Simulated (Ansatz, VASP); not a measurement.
# Cross-check of SiC (Moissanite 3C) between VASP and Ansatz, part 2 of 2

One calculation is typed for both programs; each brings its own data sets. How far apart do they land?  Valence electrons are named where the data sets of a main pair hold unlike numbers.

VASP 6.6.1 and Ansatz 0.2.0.

So far. Step 2 (VASP: band structure, LDA): The run ends at a pressure of -4.10 GPa. Step 5 (VASP: band structure, PBE): The run ends at a pressure of 3.11 GPa.

## (6) Ansatz: band structure, PBE

Level of this step: Ansatz beside VASP: Kohn-Sham DFT, plane waves, PBE (Ansatz).

The same cell, functional, mesh and smearing now go to Ansatz, which takes its cutoff from its data sets.

The cell is taken from a series of VASP runs on this material, whose earlier steps may have relaxed, scaled or displaced it; both programs get it as it stands.

Input file input.yaml:

```yaml
crystal:
  lattice:
    - [0.0, 2.179, 2.179]
    - [2.179, 0.0, 2.179]
    - [2.179, 2.179, 0.0]
  atoms:
    - { symbol: Si, position: [0.0, 0.0, 0.0] }
    - { symbol: C, position: [0.75, 0.75, 0.75] }
hamiltonian:
  xc: pbe
  pseudopotentials: { kind: paw }
kpoints:
  mp_grid: { grid: [8, 8, 8] }
  band_path:
    path:
      - [0.0, 0.0, 0.0]
      - [0.16667, 0.0, 0.16667]
      - [0.33333, 0.0, 0.33333]
      - [0.5, 0.0, 0.5]
      - [0.5, 0.08333, 0.58333]
      - [0.5, 0.19444, 0.69444]
      - [0.5, 0.25, 0.75]
      - [0.45833, 0.29167, 0.75]
      - [0.40278, 0.34722, 0.75]
      - [0.375, 0.375, 0.75]
      - [0.20833, 0.20833, 0.41667]
      - [0.08333, 0.08333, 0.16667]
      - [0.0, 0.0, 0.0]
      - [0.22222, 0.22222, 0.22222]
      - [0.38889, 0.38889, 0.38889]
      - [0.51389, 0.47222, 0.51389]
      - [0.55556, 0.38889, 0.55556]
      - [0.61111, 0.27778, 0.61111]
      - [0.61111, 0.25, 0.63889]
      - [0.56944, 0.25, 0.68056]
      - [0.51389, 0.25, 0.73611]
      - [0.5, 0.27778, 0.72222]
      - [0.5, 0.38889, 0.61111]
      - [0.5, 0.47222, 0.52778]
      - [0.48611, 0.48611, 0.52778]
      - [0.43056, 0.43056, 0.63889]
      - [0.38889, 0.38889, 0.72222]
      - [0.59722, 0.19444, 0.59722]
      - [0.55556, 0.11111, 0.55556]
      - [0.5, 0.0, 0.5]
    npoints: 1
scf:
  occupations: { method: gaussian, width: 0.03 }
  n_extra_bands: 7
output:
  forces: true
  stress: true
  eigenvalues: true
  write_density: true
  write_potential: true
  elf: true
  volumetric_format: npy
```

On the command line:

```bash
$ ansatz run input.yaml --threads 2 --pin off --max-ram 4608MiB --backend cpu --events-out ev --progress --plain --runs-dir out
```

Numbers of over 12 decimals in the logs are rounded to 6 here.

The program printed:

```text
[...]
Crystal: 2 atoms, lattice volume = 20.692 Å³
Basis set: ecut = 420 eV, 411 PW (Γ), exchange–correlation on 48×48×48 points (8 copies of the dense FFT grid, shifted against one another)
Bands: 11, of which v1, the nominal top of the filled ones, is band 4 counted from 1 (3 counted from 0)
Symmetry: 24 space group operations
[...]
k-points: 29 of 512 (time reversal used)
[...]
--- Band table (eV; the first three rows and the last of 29) ---
  k-point 0: bands = [-5.9237, 9.4806, 9.4806, 9.4806, 15.6941, 16.7894, 16.7894, 16.7894, ... 3 higher]
  k-point 1: bands = [-5.6190, 7.9968, 9.2799, 9.2799, 15.9420, 17.1402, 17.1402, 17.3076, ... 3 higher]
  k-point 2: bands = [-4.7280, 5.1884, 8.8748, 8.8748, 15.4634, 17.3890, 17.3890, 18.8225, ... 3 higher]
  k-point 28: bands = [-0.6739, 2.4574, 4.4934, 4.7956, 14.6883, 18.9174, 18.9357, 19.2514, ... 3 higher]
[key lines of the parts left out:]
SCF converged after 6 iterations
Free energy (F): -887.155857 eV
Fermi energy:    10.159922 eV
P = ⅓ Tr σ = 3.2695 GPa (32.695 kbar)
```

Run time: 1.5 s. Hardware: 2 threads of Arm Neoverse N1, shared host; peak memory 0.26 GiB.

## (7) Differences

What differs besides the data sets and the points named for the pairs above, as far as they apply: VASP leaves aspherical gradient terms in its spheres out (LASPH is not set), Ansatz keeps them. Total energies have different zeros and are not compared.

Compared:

| quantity | Ansatz | VASP | difference |
| --- | --- | --- | --- |
| pressure (GPa) | 3.27 | 3.11 | +0.16 |
| pressure without Ansatz's Pulay correction (GPa) | 2.98 | 3.11 | -0.12 |
| gap over the path points (eV) | 1.359 | 1.356 | +0.003 |

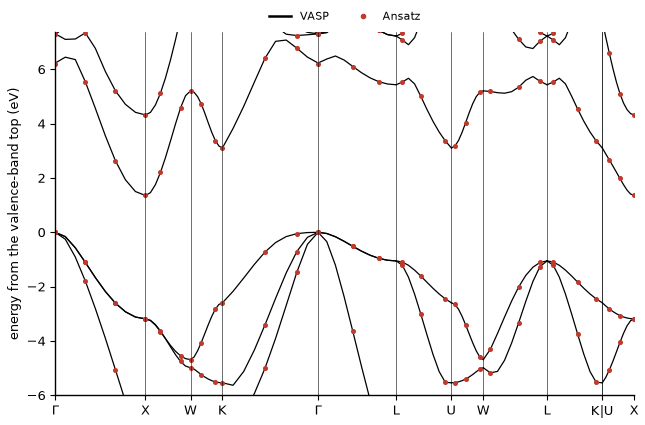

Bands from VASP (lines) and levels from Ansatz (dots). Dots without a line are higher empty bands that the VASP plot leaves out.

Levels at points of the path, from each program's valence-band top (eV; 3 filled, then empty):

| k (reciprocal lattice) | Ansatz | VASP |
| --- | --- | --- |
| 0.000 0.000 0.000 | 0.00 0.00 0.00 6.21 7.31 7.31 | 0.00 0.00 0.00 6.23 7.31 7.31 |
| 0.167 0.000 0.167 | -1.80 -1.11 -1.11 5.54 7.33 9.04 | -1.80 -1.11 -1.11 5.54 7.34 9.04 |
| 0.333 0.000 0.333 | -5.06 -2.61 -2.61 2.64 5.21 12.14 | -5.06 -2.61 -2.61 2.64 5.21 12.15 |
| 0.500 0.000 0.500 | -7.80 -3.19 -3.19 1.36 4.33 14.02 | -7.80 -3.19 -3.19 1.36 4.32 14.04 |
| 0.500 0.083 0.583 | -7.66 -3.66 -3.63 2.21 5.13 12.98 | -7.65 -3.66 -3.63 2.21 5.13 13.00 |
| 0.500 0.194 0.694 | -7.16 -4.75 -4.55 4.58 7.89 10.14 | -7.16 -4.75 -4.55 4.58 7.89 10.15 |
| 0.500 0.250 0.750 | -7.02 -4.99 -4.68 5.21 9.44 9.46 | -7.02 -4.99 -4.69 5.21 9.45 9.46 |
| 0.458 0.292 0.750 | -7.10 -5.24 -4.06 4.73 8.39 9.99 | -7.09 -5.24 -4.07 4.73 8.39 10.00 |
| 0.403 0.347 0.750 | -7.25 -5.50 -2.83 3.38 7.82 11.33 | -7.25 -5.51 -2.83 3.38 7.82 11.34 |
| 0.375 0.375 0.750 | -7.27 -5.54 -2.59 3.11 7.77 11.84 | -7.27 -5.54 -2.59 3.11 7.77 11.85 |

Among the levels compared at these points, filled levels agree within 3 meV and empty ones within 19 meV. Ansatz's pressure holds a Pulay correction of 0.29 GPa; VASP's holds none.

## (8) VASP: dielectric response, LDA

The response to a field tests empty states and converges slowly with the mesh.

Input file INCAR:

```
SYSTEM = SiC
PREC = Accurate
ENCUT = 460
EDIFF = 1E-08
NELM = 100
ISMEAR = 0
SIGMA = 0.01
LREAL = .FALSE.
ALGO = Normal
GGA = CA
NBANDS = 10
LORBIT = 11
LWAVE = .FALSE.
LCHARG = .FALSE.
KPAR = 4
LEPSILON = .TRUE.
```

Input file POSCAR:

```
SiC
1.0
    0.0000000000      2.1790000000      2.1790000000
    2.1790000000      0.0000000000      2.1790000000
    2.1790000000      2.1790000000      0.0000000000
Si C
1 1
Direct
    0.0000000000      0.0000000000      0.0000000000
    0.7500000000      0.7500000000      0.7500000000
```

Input file KPOINTS:

```
Automatic mesh
0
Gamma
12 12 12
0 0 0
```

The projector-augmented-wave data sets are Si and C (LDA family, release 64).

On the command line:

```bash
$ mpirun -np 4 vasp_std
```

The program printed:

```text
[... set-up lines as in an earlier step ...]
 entering main loop
       N       E                     dE             d eps       ncg     rms          rms(c)
DAV:   1    -0.599795031887E-01   -0.59980E-01   -0.37549E+03  1522   0.608E+02
DAV:   2    -0.181758877246E+02   -0.18116E+02   -0.17424E+02  1936   0.105E+02
DAV:   3    -0.186702778179E+02   -0.49439E+00   -0.49373E+00  1676   0.152E+01
DAV:   4    -0.186723647282E+02   -0.20869E-02   -0.20868E-02  1690   0.126E+00
[...]
DAV:  11    -0.166398391538E+02   -0.24527E-06   -0.37567E-06  1738   0.127E-02    0.124E-02
DAV:  12    -0.166398389240E+02    0.22975E-06   -0.65091E-07  1500   0.421E-03    0.679E-04
DAV:  13    -0.166398389269E+02   -0.29098E-08   -0.27401E-08  1598   0.107E-03
   1 F= -.16639839E+02 E0= -.16639839E+02  d E =-.434619E-88
 Linear response reoptimize wavefunctions to high precision
DAV:   1    -0.166398389296E+02   -0.26911E-08   -0.39470E-10  1020   0.143E-04
DAV:   2    -0.166398389296E+02   -0.82991E-11   -0.12499E-11   766   0.310E-05
 Linear response G [H, r] |phi>, progress :
  Direction:   1
[...]
RMM:   9    -0.362722870513E+00    0.87993E-06   -0.70966E-10  8208   0.127E-04    0.205E-05
RMM:  10    -0.362723038699E+00   -0.16819E-06    0.38682E-10  5356   0.297E-05    0.787E-06
 change of polarisation eV/A/(eV/A) component  2 :     0.128     0.685     0.133
 dielectric tensor                  component  2 :     1.117     6.992     1.159
 Linear response to external field, progress :
  Direction:   3
       N       E                     dE             d eps       ncg     rms          rms(c)
RMM:   1    -0.352138734868E+00   -0.35214E+00   -0.14107E+00 12847   0.255E+00
RMM:   2    -0.361196717849E+00   -0.90580E-02   -0.27026E-03  8953   0.368E-01    0.878E-01
RMM:   3    -0.351266580596E+00    0.99301E-02   -0.50107E-03  8962   0.419E-01    0.509E-01
RMM:   4    -0.360544723631E+00   -0.92781E-02   -0.61621E-03  9017   0.467E-01    0.742E-02
[...]
RMM:   8    -0.362723755605E+00   -0.36027E-05   -0.47983E-09  9964   0.407E-04    0.114E-04
RMM:   9    -0.362722875295E+00    0.88031E-06   -0.10600E-09  8215   0.127E-04    0.205E-05
RMM:  10    -0.362723042383E+00   -0.16709E-06   -0.16442E-10  5359   0.297E-05    0.788E-06
 change of polarisation eV/A/(eV/A) component  3 :     0.107     0.173     0.685
 dielectric tensor                  component  3 :     0.938     1.515     6.992
 Born effective charges drift removed
```

Parts of OUTCAR (step 8):

```text
  Total       -0.5312719     -0.5312719     -0.5312719     -0.0000000      0.0000000     -0.0000000
  in kB      -41.1363515    -41.1363515    -41.1363515     -0.0000000      0.0000000     -0.0000000
  external PRESSURE =     -41.1363515 kB  Pullay stress =       0.0000000 kB

 POSITION                                       TOTAL-FORCE (eV/Angst)
 -----------------------------------------------------------------------------------
      0.00000      0.00000      0.00000        -0.000000      0.000000      0.000000
      3.26850      3.26850      3.26850         0.000000     -0.000000     -0.000000
 -----------------------------------------------------------------------------------
    total drift:                               -0.000000     -0.000000     -0.000000

 MACROSCOPIC STATIC DIELECTRIC TENSOR (including local field effects in DFT)
 ------------------------------------------------------
           6.991936     0.000000     0.000000
           0.000000     6.991936    -0.000000
           0.000000    -0.000000     6.991936
 ------------------------------------------------------

[... 1 part as in an earlier step ...]

[... 1 further part left out ...]
```

The gap is read on the k-mesh alone, so it is an upper bound where the band edges lie off the mesh. Energies printed during the response cycles are not total energies of the cell.

## (9) Ansatz: dielectric response, LDA

The same cell, functional (in two slightly different forms) and mesh now go to Ansatz, which takes its cutoff from its data sets.

The cell is taken from a series of VASP runs on this material, whose earlier steps may have relaxed, scaled or displaced it; both programs get it as it stands.

Input file input.yaml:

```yaml
crystal:
  lattice:
    - [0.0, 2.179, 2.179]
    - [2.179, 0.0, 2.179]
    - [2.179, 2.179, 0.0]
  atoms:
    - { symbol: Si, position: [0.0, 0.0, 0.0] }
    - { symbol: C, position: [0.75, 0.75, 0.75] }
hamiltonian:
  xc: lda
  pseudopotentials: { kind: paw }
kpoints:
  mp_grid: { grid: [12, 12, 12] }
scf:
  occupations: { method: fixed }
dielectric:
  method: response
```

On the command line:

```bash
$ ansatz run input.yaml --threads 2 --pin off --max-ram 4608MiB --backend cpu --events-out ev --progress --plain --runs-dir out
```

The program printed:

```text
[...]
Crystal: 2 atoms, lattice volume = 20.692 Å³
Basis set: ecut = 420 eV, 411 PW (Γ), exchange–correlation on 48×48×48 points (8 copies of the dense FFT grid, shifted against one another)
Bands: 8, of which v1, the nominal top of the filled ones, is band 4 counted from 1 (3 counted from 0)
Symmetry: 24 space group operations
k-points: 280 of 1728 (irreducible under 4 space group operations, time reversal used)
[...]
site 0:
         2.71619    0.00000    0.00000
         0.00000    2.71619    0.00000
         0.00000    0.00000    2.71619
    site 1:
        -2.71619    0.00000   -0.00000
        -0.00000   -2.71619   -0.00000
        -0.00000   -0.00000   -2.71619
  Z* charge neutrality: 1.138e-3 e pre-enforcement
  solved inside a basis spanned on kpoints, on 12×12×12 k-points, its susceptibility summed on 16×16×16: ε∞ is read to err by 2.0e-2, Z* by 9.7e-3 e (field_mesh: kpoints solves on kpoints); Z* is corrected for what the basis lacks
[key lines of the parts left out:]
SCF converged after 7 iterations
Free energy (F): -852.194960 eV
Fermi energy:    9.243855 eV
```

Run time: 27 s. Hardware: 2 threads; peak memory 0.47 GiB; 52 s of CPU time.

## (10) Comparison

What differs besides the data sets and the points named for the pairs above, as far as they apply: VASP's response is taken on the typed mesh, Ansatz refines its own for the field response alone. Total energies have different zeros and are not compared.

The two programs side by side:

| quantity | Ansatz | VASP | difference |
| --- | --- | --- | --- |
| ε∞ xx | 6.97 | 6.99 | -0.25 % |
| ε∞ yy | 6.97 | 6.99 | -0.25 % |
| ε∞ zz | 6.97 | 6.99 | -0.25 % |
| Born charge of Si1 (mean of the diagonal) (e) | 2.72 | 2.70 | +0.02 |
| Born charge of C2 (mean of the diagonal) (e) | -2.72 | -2.70 | -0.02 |

## (11) Outcome

| Property | Result |
| --- | --- |
| largest difference of a filled level at the path points (band structure, LDA) | 7.5 meV |
| largest difference of a filled level at the path points (band structure, PBE) | 3.1 meV |
| difference in ε∞ xx (dielectric response, LDA) | -0.25 % |

The largest difference of a filled level at the path points is 7.5 meV (band structure, LDA), within the 80 meV picked in this series as the mark of a large difference. 2 further runs of this series are not shown here. How closely two codes agree says nothing of how well the functional describes the real material.

[Lines on the potential files, build, host, timing and source positions are cut from VASP's logs without a mark.]

[Logs are printed without paths, hosts, clocks, repeated set-up lines and the standing remarks that a program may print on its own settings, such as how far it seeks lower states.]

[Hosts, paths, dates, database ids (printed as entryN), source tags and the programs' standing remarks are cut or masked in the printed files.]
